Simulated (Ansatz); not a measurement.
```xyz
11

N    -0.9341    1.3772   -0.1309
Ge   -0.4049   -0.3386   -0.4437
O     0.4247   -0.3882   -2.0180
C     0.8577   -0.8034    1.0048
F     1.3288    0.3603    1.6052
H    -0.6170    1.7682    0.7437
H    -1.8998    1.6111   -0.2982
H    -1.5478   -1.3581   -0.5866
H     0.7727    0.4799   -2.2386
H     1.7128   -1.3560    0.6073
H     0.3723   -1.4093    1.7755
```

Geometry: PBE0-D4/def2-TZVP.

Level of theory: Ansatz 0.2.0, RKS PBE0-D4/def2-TZVPP.

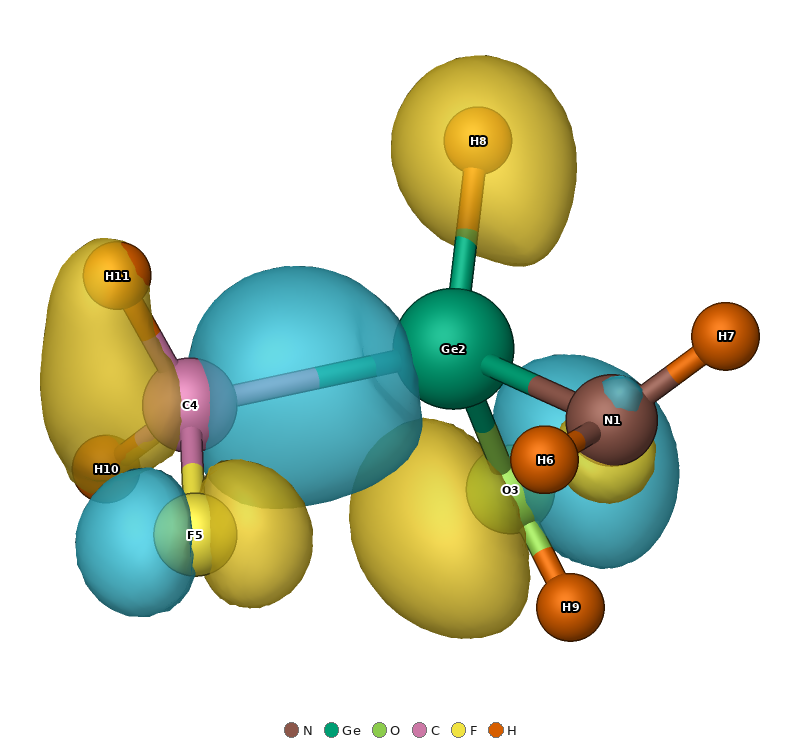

CH6FGeNO. The HOMO−1 at ±0.15 Å⁻³ᐟ² (yellow and cyan are the two phases), seen from one side.

What is the character of this orbital?

Answer. By Hirshfeld shares it lies mainly on O3 (about 35 %), C4 (about 20 %), Ge2 (about 15 %), F5 (about 10 %) and H8 (about 10 %). Its energy is −8.02 eV.
